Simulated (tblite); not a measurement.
# C2H14FPSi4: geometry relaxation (part 1 of 4)

System: C2H14FPSi4.
Method: GFN2-xTB geometry optimisation, gas phase (tblite 0.8.0).

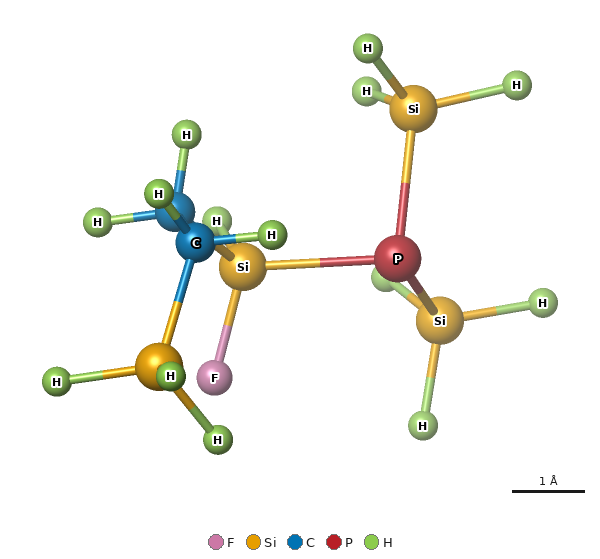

The structure as given in the input (ball-and-stick view, seen at a tilt). Bond lengths as drawn: C–C 1.54 Å, C–H 1.09 to 1.11 Å, C–Si 1.86 to 1.89 Å, F–Si 1.60 Å, H–Si 1.48 to 1.49 Å and P–Si 2.19 to 2.20 Å.

**Input**
```
{"job": {"kind": "relax", "xc": "GFN2-xTB", "basis": "xTB"}, "charge": 0, "multiplicity": 1}
F     -0.722700    -1.928700    -0.774600
Si     0.130100    -0.580100    -0.915700
C     -1.046500     0.818500    -1.244200
C     -2.051900     1.244800    -0.159600
Si    -3.467000     0.068500     0.250500
P      1.207900    -0.273100     0.971100
Si     2.681100     1.140300     0.159400
Si     2.491700    -2.041800     0.782100
H      1.070600    -0.743700    -2.046700
H     -0.451300     1.701500    -1.485200
H     -1.609500     0.577900    -2.166900
H     -1.521400     1.460600     0.781100
H     -2.517400     2.182200    -0.459900
H     -2.959100    -1.153300     0.910500
H     -4.430600     0.755400     1.151600
H     -4.172400    -0.295500    -0.999600
H      3.288400     0.638400    -1.088100
H      1.975700     2.404300    -0.125100
H      3.737900     1.380400     1.177900
H      3.075400    -2.144800    -0.574600
H      3.584700    -1.931700     1.767300
H      1.696000    -3.260800     1.080900
```

The first line tells a small driver script what to run in tblite; the rest is the geometry in Å.

Launch command:
```bash
OMP_NUM_THREADS=1 python <driver script> task.json out
```

**The program's output**
```
step      E/eV     max force
  0    -698.07232    1.346
  1    -698.13701    0.566
  2    -698.16343    0.279
  3    -698.17283    0.257
  4    -698.18777    0.256
  5    -698.20059    0.286
  6    -698.21224    0.275
  7    -698.21877    0.216
  8    -698.22224    0.154
  9    -698.22458    0.107
 10    -698.22739    0.169
 11    -698.23128    0.201
 12    -698.23626    0.267
 13    -698.24116    0.262
 14    -698.24512    0.169
 15    -698.24820    0.117
 16    -698.25118    0.157
 17    -698.25481    0.192
 18    -698.25852    0.146
 19    -698.26150    0.121
 20    -698.26398    0.116
 21    -698.26616    0.101
 22    -698.26766    0.098
 23    -698.26863    0.059
 24    -698.26940    0.057
 25    -698.27026    0.073
 26    -698.27125    0.104
 27    -698.27211    0.093
 28    -698.27276    0.064
 29    -698.27335    0.061
 30    -698.27394    0.070
 31    -698.27439    0.048
 32    -698.27469    0.047
 33    -698.27499    0.054
 34    -698.27544    0.054
 35    -698.27604    0.066
 36    -698.27665    0.049
 37    -698.27714    0.059
 38    -698.27762    0.059
 39    -698.27823    0.062
 40    -698.27897    0.063
 41    -698.27963    0.047
 42    -698.28006    0.054
 43    -698.28041    0.053
 44    -698.28080    0.049
 45    -698.28118    0.039
 46    -698.28150    0.041
 47    -698.28182    0.047
 48    -698.28225    0.061
 49    -698.28279    0.065
 50    -698.28328    0.048
 51    -698.28357    0.040
 52    -698.28377    0.038
 53    -698.28403    0.039
 54    -698.28434    0.040
 55    -698.28464    0.036
 56    -698.28488    0.038
 57    -698.28511    0.040
 58    -698.28542    0.045
 59    -698.28583    0.054
 60    -698.28625    0.043
 61    -698.28659    0.034
 62    -698.28688    0.041
 63    -698.28725    0.050
 64    -698.28776    0.055
 65    -698.28838    0.063
 66    -698.28899    0.061
 67    -698.28953    0.060
 68    -698.28999    0.049
 69    -698.29042    0.048
 70    -698.29081    0.050
 71    -698.29112    0.057
 72    -698.29138    0.059
 73    -698.29165    0.055
 74    -698.29196    0.043
 75    -698.29228    0.046
 76    -698.29256    0.046
 77    -698.29280    0.045
 78    -698.29307    0.050
 79    -698.29341    0.055
 80    -698.29384    0.058
 81    -698.29429    0.059
 82    -698.29472    0.047
 83    -698.29510    0.040
 84    -698.29543    0.039
 85    -698.29574    0.041
 86    -698.29612    0.055
 87    -698.29668    0.060
 88    -698.29748    0.078
 89    -698.29831    0.072
 90    -698.29888    0.041
 91    -698.29920    0.039
 92    -698.29952    0.057
 93    -698.30010    0.092
 94    -698.30093    0.105
 95    -698.30163    0.068
 96    -698.30203    0.033
 97    -698.30226    0.030
 98    -698.30245    0.029
 99    -698.30270    0.036
100    -698.30316    0.035
101    -698.30360    0.033
102    -698.30388    0.026
103    -698.30401    0.022
104    -698.30414    0.025
105    -698.30434    0.023
106    -698.30459    0.030
107    -698.30486    0.035
108    -698.30508    0.035
109    -698.30530    0.034
110    -698.30552    0.030
111    -698.30572    0.026
112    -698.30589    0.033
113    -698.30603    0.025
114    -698.30618    0.021
115    -698.30633    0.026
116    -698.30651    0.030
117    -698.30671    0.037
118    -698.30694    0.035
119    -698.30720    0.027
120    -698.30741    0.021
121    -698.30753    0.017
122    -698.30760    0.019
123    -698.30768    0.020
124    -698.30780    0.029
125    -698.30795    0.032
126    -698.30807    0.022
127    -698.30813    0.013
128    -698.30817    0.014
129    -698.30821    0.020
130    -698.30829    0.033
131    -698.30842    0.045
132    -698.30856    0.042
133    -698.30866    0.026
134    -698.30871    0.016
135    -698.30875    0.017
136    -698.30880    0.017
137    -698.30887    0.019
138    -698.30894    0.016
139    -698.30899    0.016
140    -698.30904    0.016
141    -698.30908    0.012
142    -698.30913    0.015
143    -698.30919    0.017
144    -698.30927    0.024
145    -698.30935    0.026
146    -698.30943    0.018
147    -698.30948    0.014
148    -698.30953    0.012
149    -698.30956    0.015
150    -698.30959    0.013
151    -698.30961    0.011
152    -698.30963    0.009
```

**Trajectory as extended XYZ (Å, eV, eV/Å), 37 of the 153 frames kept, from step=0 to step=152**
```
22
Properties=species:S:1:pos:R:3:forces:R:3 step=0 energy=-698.07232
F    -0.7227   -1.9287   -0.7746   -0.0640  -0.3720  -0.0940
Si    0.1301   -0.5801   -0.9157    0.3820  -0.1290  -0.1150
C    -1.0465    0.8185   -1.2442   -1.0150   0.7310  -0.4980
C    -2.0519    1.2448   -0.1596    0.3330   0.0180   0.2880
Si   -3.4670    0.0685    0.2505   -0.3800  -0.6620   0.1030
P     1.2079   -0.2731    0.9711   -0.2220   0.0980   0.5310
Si    2.6811    1.1403    0.1594    0.5060   0.7040   0.0410
Si    2.4917   -2.0418    0.7821    0.3470  -0.9820   0.1850
H     1.0706   -0.7437   -2.0467   -0.3290  -0.1550   0.0950
H    -0.4513    1.7015   -1.4852    0.0840   0.0410  -0.0960
H    -1.6095    0.5779   -2.1669    0.1640   0.1010   0.3450
H    -1.5214    1.4606    0.7811    0.0760  -0.0400  -0.2720
H    -2.5174    2.1822   -0.4599    0.1050   0.2120  -0.1210
H    -2.9591   -1.1533    0.9105   -0.1290   0.2680  -0.1270
H    -4.4306    0.7554    1.1516    0.2750  -0.1200  -0.2180
H    -4.1724   -0.2955   -0.9996    0.1100   0.0740   0.1980
H     3.2884    0.6384   -1.0881   -0.0030   0.1180   0.1180
H     1.9757    2.4043   -0.1251    0.1170  -0.1610   0.0240
H     3.7379    1.3804    1.1779   -0.3210  -0.1220  -0.3030
H     3.0754   -2.1448   -0.5746   -0.0660  -0.0400   0.2060
H     3.5847   -1.9317    1.7673   -0.1660   0.0400  -0.1600
H     1.6960   -3.2608    1.0809    0.1970   0.3780  -0.1290
22
Properties=species:S:1:pos:R:3:forces:R:3 step=4 energy=-698.18777
F    -0.7154   -1.9515   -0.7895    0.1040   0.0140  -0.0810
Si    0.1238   -0.5725   -0.9083   -0.0490   0.0090   0.1460
C    -1.0765    0.8477   -1.2553    0.0050  -0.0460  -0.0610
C    -2.0602    1.2490   -0.1508    0.1220   0.0820  -0.0660
Si   -3.4762    0.0405    0.2501    0.1560   0.0880  -0.0680
P     1.2183   -0.2737    1.0016    0.1420  -0.0570  -0.1280
Si    2.6980    1.1734    0.1610   -0.1600  -0.1210   0.0240
Si    2.5101   -2.0860    0.7936   -0.0710   0.1690   0.0260
H     1.0390   -0.7656   -2.0460   -0.2240  -0.1130   0.0490
H    -0.4503    1.7129   -1.4996   -0.1210   0.0220  -0.0430
H    -1.6220    0.5882   -2.1646   -0.0820   0.0930   0.0170
H    -1.5013    1.4578    0.7668    0.0290  -0.0280  -0.0560
H    -2.5078    2.1968   -0.4607   -0.0390   0.0720   0.0840
H    -2.9656   -1.1483    0.9084    0.0320  -0.1410   0.0580
H    -4.4085    0.7451    1.1345   -0.0090   0.0090   0.0230
H    -4.1688   -0.2933   -0.9914   -0.0500  -0.0490  -0.0930
H     3.2907    0.6536   -1.0764    0.0520   0.0800  -0.0050
H     1.9815    2.4059   -0.1265   -0.0330   0.1540  -0.0290
H     3.7268    1.3744    1.1655    0.1210   0.0360   0.0960
H     3.0724   -2.1532   -0.5573    0.0480  -0.0830  -0.0170
H     3.5824   -1.9294    1.7629    0.1300  -0.0150   0.1000
H     1.6992   -3.2524    1.0742   -0.1030  -0.1750   0.0250
22
Properties=species:S:1:pos:R:3:forces:R:3 step=8 energy=-698.22224
F    -0.6927   -1.9672   -0.8129   -0.0450  -0.0040   0.0660
Si    0.1049   -0.5623   -0.8832   -0.0120  -0.0110  -0.0940
C    -1.0881    0.8598   -1.2677    0.0080  -0.0020  -0.0180
C    -2.0550    1.2652   -0.1569    0.0120  -0.0040   0.0160
Si   -3.4553    0.0343    0.2378    0.0010   0.0130   0.0060
P     1.2435   -0.2824    1.0045   -0.1430   0.0280  -0.0490
Si    2.6897    1.1854    0.1671    0.0680   0.0700   0.0020
Si    2.5156   -2.0993    0.8086    0.0310  -0.0640   0.0100
H     0.9742   -0.8034   -2.0384   -0.0360  -0.0210  -0.0370
H    -0.4704    1.7267   -1.5214   -0.0140   0.0030  -0.0500
H    -1.6513    0.6098   -2.1673   -0.0090  -0.0320  -0.0220
H    -1.4771    1.4529    0.7508   -0.0010   0.0260   0.0490
H    -2.5066    2.2202   -0.4432   -0.0140   0.0020   0.0760
H    -2.9652   -1.1661    0.9137    0.0170   0.0370  -0.0690
H    -4.3910    0.7375    1.1245    0.0140  -0.0100   0.0090
H    -4.1714   -0.3004   -0.9992    0.0660  -0.0200   0.0120
H     3.3019    0.6820   -1.0681    0.0180   0.0610  -0.0150
H     1.9820    2.4311   -0.1306    0.0150  -0.0140   0.0430
H     3.7354    1.3767    1.1698   -0.0240   0.0370   0.0040
H     3.0787   -2.1765   -0.5446    0.0300  -0.0670   0.0260
H     3.6008   -1.9325    1.7755   -0.0200  -0.0580   0.0070
H     1.6870   -3.2721    1.0732    0.0360   0.0280   0.0260
22
Properties=species:S:1:pos:R:3:forces:R:3 step=13 energy=-698.24116
F    -0.7049   -1.9747   -0.7913   -0.0750   0.0470   0.0390
Si    0.0808   -0.5650   -0.9083    0.0380  -0.0250  -0.0120
C    -1.1005    0.8707   -1.2839   -0.0550   0.0220   0.0130
C    -2.0443    1.2758   -0.1486    0.0050   0.0220   0.0070
Si   -3.4399    0.0409    0.2331   -0.0070  -0.0210   0.0200
P     1.2231   -0.2793    0.9740    0.2540  -0.0440  -0.0440
Si    2.6977    1.2046    0.1733   -0.0890  -0.0890   0.0090
Si    2.5189   -2.1102    0.8194   -0.0860   0.1100  -0.0210
H     0.9239   -0.8402   -2.0686    0.0250  -0.0080  -0.1060
H    -0.4893    1.7355   -1.5617   -0.0010  -0.0330   0.0000
H    -1.6755    0.6082   -2.1753   -0.0440   0.0250   0.0680
H    -1.4620    1.4585    0.7601    0.0390  -0.0640  -0.0490
H    -2.5094    2.2347   -0.3971    0.0440   0.0170  -0.0600
H    -2.9508   -1.1652    0.8850    0.0680  -0.0570   0.0280
H    -4.3758    0.7295    1.1255   -0.0320   0.0150   0.0280
H    -4.1396   -0.3151   -1.0029    0.0100   0.0210  -0.0540
H     3.3192    0.7334   -1.0705    0.0100   0.0340   0.0100
H     1.9870    2.4487   -0.1108   -0.0150   0.0370   0.0320
H     3.7350    1.3998    1.1827   -0.0280   0.0030   0.0220
H     3.1002   -2.2271   -0.5237    0.0100  -0.0150   0.0210
H     3.6034   -1.9642    1.7914   -0.0520   0.0090   0.0090
H     1.6923   -3.2798    1.0905   -0.0180  -0.0050   0.0400
22
Properties=species:S:1:pos:R:3:forces:R:3 step=17 energy=-698.25481
F    -0.7315   -1.9657   -0.7662   -0.0160   0.0900   0.0000
Si    0.0730   -0.5697   -0.9312    0.0330   0.0290  -0.0050
C    -1.1133    0.8765   -1.2904    0.0640  -0.0790   0.0060
C    -2.0391    1.2844   -0.1420    0.0040  -0.0440  -0.0180
Si   -3.4316    0.0392    0.2352    0.0160  -0.0140   0.0070
P     1.2462   -0.2846    0.9432   -0.1610   0.0170  -0.0200
Si    2.6954    1.2124    0.1760    0.0900   0.1270  -0.0490
Si    2.5124   -2.1104    0.8224    0.0950  -0.1670  -0.0090
H     0.8923   -0.8666   -2.1120   -0.0550   0.0110   0.0190
H    -0.5025    1.7347   -1.5891   -0.0100  -0.0150   0.0370
H    -1.7055    0.6115   -2.1676   -0.0530   0.0000   0.0110
H    -1.4408    1.4485    0.7580    0.0240  -0.0230  -0.0020
H    -2.4998    2.2489   -0.3787    0.0560  -0.0150  -0.0370
H    -2.9253   -1.1738    0.8699    0.0190   0.0200   0.0210
H    -4.3713    0.7249    1.1312    0.0030  -0.0400  -0.0170
H    -4.1129   -0.3186   -1.0151    0.0120   0.0490   0.0170
H     3.3337    0.7777   -1.0702    0.0220   0.0090  -0.0220
H     1.9873    2.4646   -0.0873   -0.0340  -0.0070   0.0280
H     3.7237    1.4153    1.1946   -0.0320  -0.0240   0.0150
H     3.1173   -2.2660   -0.5038    0.0110   0.0000  -0.0360
H     3.5895   -1.9829    1.8035   -0.0290   0.0540   0.0310
H     1.6925   -3.2810    1.1119   -0.0560   0.0200   0.0200
22
Properties=species:S:1:pos:R:3:forces:R:3 step=21 energy=-698.26616
F    -0.7624   -1.9382   -0.7427   -0.0220  -0.0190  -0.0200
Si    0.0706   -0.5683   -0.9542   -0.0380   0.0120  -0.0090
C    -1.1205    0.8708   -1.2990   -0.0470   0.0440  -0.0270
C    -2.0278    1.2839   -0.1382    0.0490  -0.0300   0.0240
Si   -3.4169    0.0345    0.2381    0.0280   0.0170  -0.0050
P     1.2518   -0.2887    0.9066    0.1010  -0.0070  -0.0060
Si    2.7035    1.2387    0.1709   -0.0550  -0.0580   0.0190
Si    2.5186   -2.1358    0.8236   -0.0570   0.0750   0.0020
H     0.8454   -0.8930   -2.1532    0.0000  -0.0010  -0.0120
H    -0.5187    1.7301   -1.6088    0.0130   0.0070   0.0040
H    -1.7460    0.6149   -2.1560    0.0490  -0.0480  -0.0400
H    -1.4137    1.4322    0.7535    0.0020   0.0070   0.0280
H    -2.4752    2.2576   -0.3686    0.0380  -0.0720   0.0070
H    -2.8953   -1.1787    0.8614   -0.0170   0.0410   0.0230
H    -4.3657    0.7099    1.1327    0.0120  -0.0490  -0.0160
H    -4.0844   -0.3104   -1.0240   -0.0070   0.0320   0.0340
H     3.3551    0.8266   -1.0757    0.0190   0.0240  -0.0170
H     1.9773    2.4847   -0.0582   -0.0380   0.0240  -0.0070
H     3.7079    1.4253    1.2132    0.0120  -0.0180   0.0250
H     3.1382   -2.3070   -0.4934    0.0050  -0.0170  -0.0240
H     3.5716   -1.9877    1.8261    0.0030   0.0480   0.0270
H     1.6761   -3.2821    1.1385   -0.0500  -0.0110  -0.0080
22
Properties=species:S:1:pos:R:3:forces:R:3 step=25 energy=-698.27026
F    -0.7754   -1.9309   -0.7409    0.0000  -0.0100  -0.0230
Si    0.0668   -0.5673   -0.9612    0.0190  -0.0360   0.0050
C    -1.1231    0.8710   -1.3047    0.0630  -0.0280   0.0080
C    -2.0171    1.2778   -0.1342   -0.0030   0.0070  -0.0070
Si   -3.4083    0.0349    0.2390   -0.0050  -0.0090   0.0090
P     1.2624   -0.2907    0.8945   -0.0710   0.0070  -0.0130
Si    2.7017    1.2427    0.1700    0.0320   0.0440  -0.0170
Si    2.5154   -2.1374    0.8233    0.0270  -0.0350  -0.0030
H     0.8330   -0.8983   -2.1651   -0.0020  -0.0040   0.0050
H    -0.5209    1.7302   -1.6124   -0.0020   0.0140  -0.0290
H    -1.7484    0.6077   -2.1600    0.0340   0.0040  -0.0080
H    -1.4037    1.4271    0.7577    0.0330  -0.0130  -0.0020
H    -2.4621    2.2489   -0.3663   -0.0220   0.0270   0.0280
H    -2.8891   -1.1738    0.8662    0.0010  -0.0140   0.0320
H    -4.3641    0.6970    1.1314   -0.0090  -0.0020   0.0190
H    -4.0792   -0.3003   -1.0212   -0.0120   0.0090  -0.0060
H     3.3634    0.8446   -1.0789   -0.0060   0.0370   0.0200
H     1.9676    2.4901   -0.0506    0.0000  -0.0390   0.0030
H     3.7026    1.4228    1.2207   -0.0180  -0.0150  -0.0160
H     3.1428   -2.3199   -0.4929   -0.0220  -0.0130   0.0430
H     3.5629   -1.9774    1.8349   -0.0360   0.0220  -0.0240
H     1.6624   -3.2796    1.1431    0.0010   0.0450  -0.0250
```
